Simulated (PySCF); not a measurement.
## A study: CHN₂S₂, charge +1, SMILES `[cH+]1snns1`

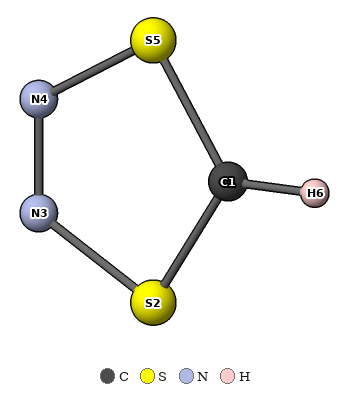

The molecule, with its atoms numbered as below. No frequency check shows the geometry to be a minimum.

Cartesian coordinates (Å):

```
C1       0.0000    1.1598    0.0000
S2       1.4134    0.2328    0.0000
N3       0.6144   -1.1890    0.0000
N4      -0.6145   -1.1890    0.0000
S5      -1.4134    0.2328    0.0000
H6       0.0000    2.2363    0.0000
```

### 1. Excited states

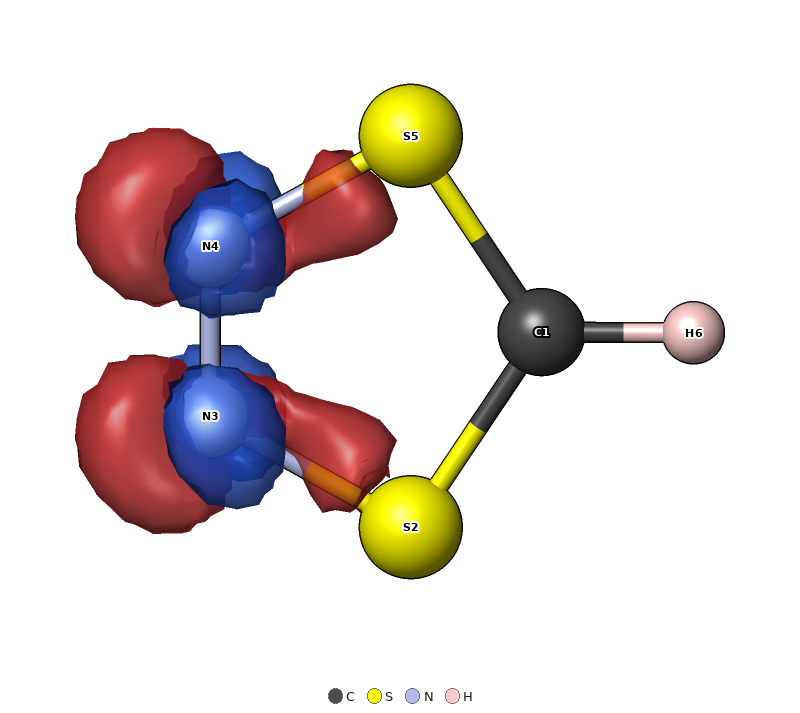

Unrelaxed difference density of T₁ less the ground state (full linear response triplet states), ±0.08 e/Å³; blue: gain, red: loss.

PySCF calculation, LC-wPBE/aug-cc-pVDZ, gas phase; geometry: GFN2-xTB.

Question: How does the charge move on excitation?

Answer: 0.64 e is displaced in all, mostly between regions of the same atoms. The state: 3.10 eV (400 nm), spin-forbidden from the singlet ground state, n → π*; the leading pair carries 99 %; hole on N3 and N4 (36 % each) and S2 and S5 (12 % each), electron on N3 and N4 (36 % each) and S2 and S5 (12 % each); their centroids lie 0.2 Å apart.

### 2. Removing or adding an electron

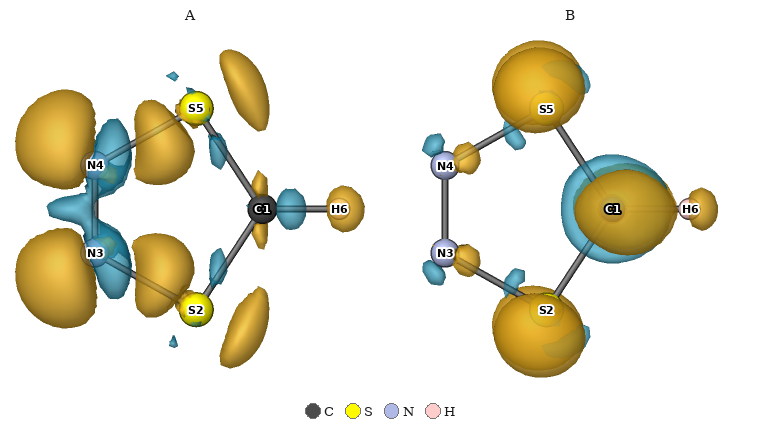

The two Fukui functions at ±0.04 e/Å³ (yellow positive, teal negative).

Method: HF/6-311+G**; geometry: GFN2-xTB; program: PySCF.

Question: Which panel is f⁻ (electron removed) and which f⁺ (electron added)?

Answer: A is f⁻, B is f⁺. f⁻ (Hirshfeld-condensed) is largest on S2 and S5 (0.22 each) and N3 and N4 (0.21 each); the vertical ionisation energy is 15.82 eV (the stability of the dication's solution wasn't checked). f⁺ (Hirshfeld-condensed) is largest on S2 and S5 (0.28 each) and C1 (0.22); the vertical electron affinity is 6.68 eV (the stability of the neutral species's solution wasn't checked).

Question: What chemical potential and hardness follow from the two energies?

Answer: μ = −(I + A)/2 = −11.25 eV and η = I − A = 9.14 eV.

### 3. Magnetic shielding

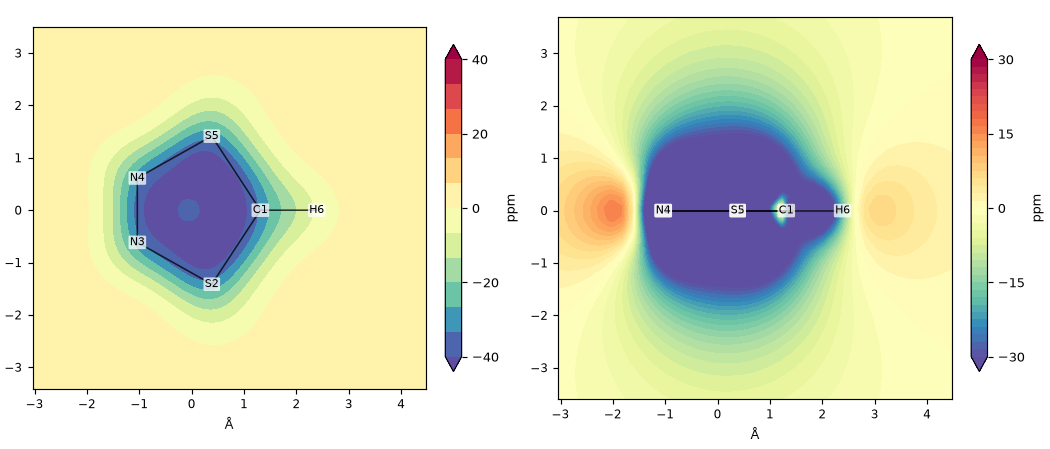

NICSzz (the component normal to the ring) 1.0 Å above the plane of the 5-membered ring C1/S2/N3/N4/S5 (left) and NICSzz (the component normal to the ring) in a plane perpendicular to the same ring (right); GIAO shieldings; atoms are projected onto the map; negative values mean shielding.

PySCF calculation, PBE/def2-SVP, gas phase; geometry: GFN2-xTB.

Question: Classify the ring and give its NICS values.

Answer: It is strongly diatropic (aromatic): NICS(0) = −16.7, NICS(1) = −16.1, NICS(1)zz = −39.4 ppm.
